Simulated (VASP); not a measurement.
Band structure of CaO (rock salt). Method: modified Becke-Johnson potential (mBJ), VASP's PBE PAW potentials (set 64) (plane waves; VASP).

mBJ is a potential without an energy functional, so only the levels count.

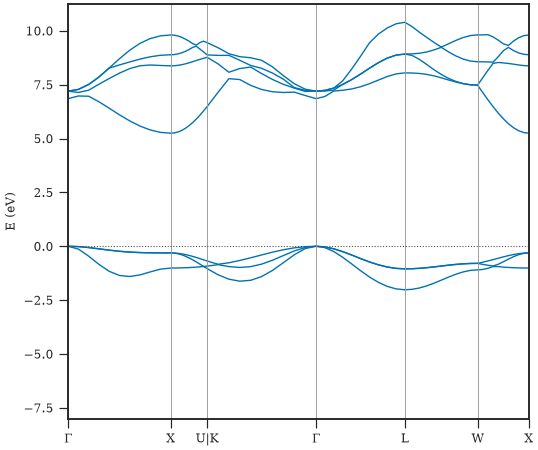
Figure: Bands along high-symmetry lines, zero at the valence-band maximum or, without a gap, the Fermi level

**Question.** Read the plot: is there a gap, and where are the band edges?

**Answer.** The gap is indirect, 5.25 eV, from the valence maximum at Γ to the conduction minimum at X.

The compound is CaO in the rock salt structure. It was relaxed first. The cell's shape comes from a PBE relaxation.
